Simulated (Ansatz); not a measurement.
**SVWN5/STO-3G run of BH2F (SMILES [H]B([H])F)**

What is the vertical electron affinity of BH2F at SVWN5/STO-3G? 

The calculation is run with Ansatz 0.2.0.

56 further runs of the same task are left out: 2 that didn't finish, 54 set aside as unsound or not needed.

### 1 Starting point

BH2F: 4 atoms, total charge 0, spin state singlet. SMILES: `[H]B([H])F`. The coordinates come from a GFN2-xTB relaxation.

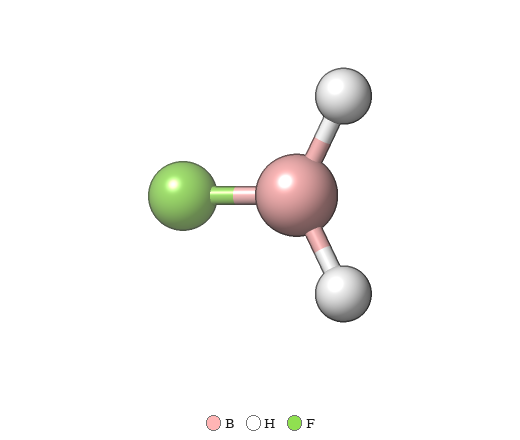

The structure, seen from a chosen angle (boron pink, hydrogen white, fluorine green).

### 2 The energy at SVWN5/STO-3G

The input, job.yaml:

```yaml
crystal:
  periodic: [false, false, false]
  atoms:
    - {symbol: B, position_ang: [0.029990, 0.049200, 0.000600]}
    - {symbol: H, position_ang: [1.198420, -0.033970, 0.015630]}
    - {symbol: H, position_ang: [-0.578270, 1.050180, -0.019450]}
    - {symbol: F, position_ang: [-0.650140, -1.065400, 0.003230]}
basis:
  gaussian: {orbitals: STO-3G}
hamiltonian: {xc: {name: SVWN5}}
accuracy: high
```

Launch:

```
$ ansatz run job.yaml --threads 1 --pin off --max-ram 2610MiB --events-out events.jsonl --progress --plain --runs-dir runs
```

Standard output:

```text
Warning: RAYON_NUM_THREADS=1 ignored (pool sized by the plan → 1); use --threads N
Functional definition: SVWN5
  name "SVWN5"
  exchange = slater_x
  correlation = vwn5_c
186 factors; integrals over basis functions are off by at most 3.1e-8 eV
mean field evaluation 1: about -3352.1241 eV, gradient 1.0e1 eV
mean field evaluation 2: about -3351.9623 eV, gradient 1.2e1 eV
mean field evaluation 4: about -3352.4385 eV, gradient 4.4e-1 eV
mean field evaluation 8: about -3352.3923 eV, gradient 2.1e-3 eV
mean field evaluation 16: about -3352.3923 eV, gradient 3.8e-8 eV
mean field -3352.39230256 eV, -123.1981447860 hartree, gradient 3.8e-8 eV, S^2 0.000000; 0 other end points of the search recorded, 0 dependent functions left out
reference -3352.39230389 eV, -123.1981448348 hartree; 8, 8 occupied and 4, 4 virtual orbitals, 186 factors
Total energy: -3352.39230389 eV, -123.1981448348 hartree
```

Run time: 0.24 s. Hardware: 1 thread of Intel Xeon Platinum 8488C (Sapphire Rapids), shared host.

### 3 The doublet anion, same level

The input, run.yaml:

```yaml
crystal:
  periodic: [false, false, false]
  atoms:
    - {symbol: B, position_ang: [0.029990, 0.049200, 0.000600]}
    - {symbol: H, position_ang: [1.198420, -0.033970, 0.015630]}
    - {symbol: H, position_ang: [-0.578270, 1.050180, -0.019450]}
    - {symbol: F, position_ang: [-0.650140, -1.065400, 0.003230]}
basis:
  gaussian:
    orbitals: STO-3G
total_charge: -1
accuracy: high
magnetization:
  spin_polarized: true
  initial_magnetization: 1
hamiltonian:
  xc: {name: SVWN5}
```

Launch:

```
$ ansatz run run.yaml --threads 1 --pin off --max-ram 2610MiB --events-out events.jsonl --progress --plain --runs-dir runs
```

Standard output:

```text
Warning: RAYON_NUM_THREADS=1 ignored (pool sized by the plan → 1); use --threads N
[... 4 set-up lines as earlier in the session ...]
186 factors; integrals over basis functions are off by at most 3.1e-8 eV
mean field evaluation 1: about -3334.2448 eV, gradient 4.4e1 eV
mean field evaluation 2: about -3339.7390 eV, gradient 2.7e1 eV
mean field evaluation 4: about -3345.7016 eV, gradient 4.9e-1 eV
mean field evaluation 8: about -3345.6677 eV, gradient 3.2e-4 eV
mean field -3345.66771279 eV, -122.9510206701 hartree, gradient 1.8e-8 eV, S^2 0.751461; 0 other end points of the search recorded, 0 dependent functions left out
reference -3345.66771408 eV, -122.9510207173 hartree; 9, 8 occupied and 3, 4 virtual orbitals, 186 factors
Total energy: -3345.66771408 eV, -122.9510207173 hartree
```

It took 0.34 s on 1 thread of Intel Xeon Platinum 8488C (Sapphire Rapids), shared host; peak memory 0.11 GiB.

### 4 What came out

At SVWN5/STO-3G:

| quantity | value |
| --- | --- |
| singlet BH2F: total energy | -123.19814 Eh |
| doublet anion: total energy | -122.95102 Eh |
| doublet anion: ⟨S²⟩ | 0.751 |
| vertical electron affinity (to the doublet anion) | -6.725 eV |

In words: The anion lies 6.72 eV (649 kJ/mol) above the neutral: the electron isn't bound at this level, and such a value depends on the basis. Without diffuse functions anions come out too high. In a minimal basis such a difference can be off by several eV, whatever the method.
